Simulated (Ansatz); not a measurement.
Start from SrO in the rock salt structure (space group Fm-3m, No. 225; a = 5.195 Å).

The change: a negative pressure, −2 GPa.

Calculations: PBE/PAW in Ansatz (a first-principles code), no spin-orbit coupling.

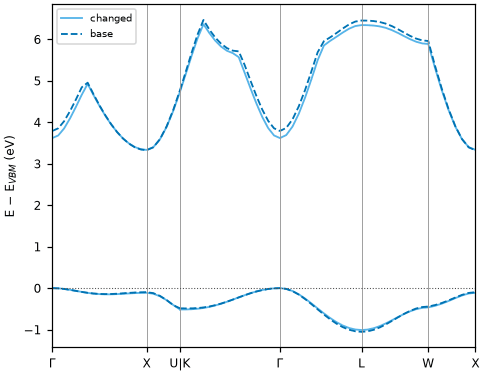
*Highest valence and lowest conduction band along the path, each from its own valence-band maximum*

### Question
Read the changed gap and its character from the plot.

### Answer
About 3.3 eV, indirect, Γ → X.

Load acts through the strain it causes; cell and atoms are relaxed under it. Stability against distortions was not tested.
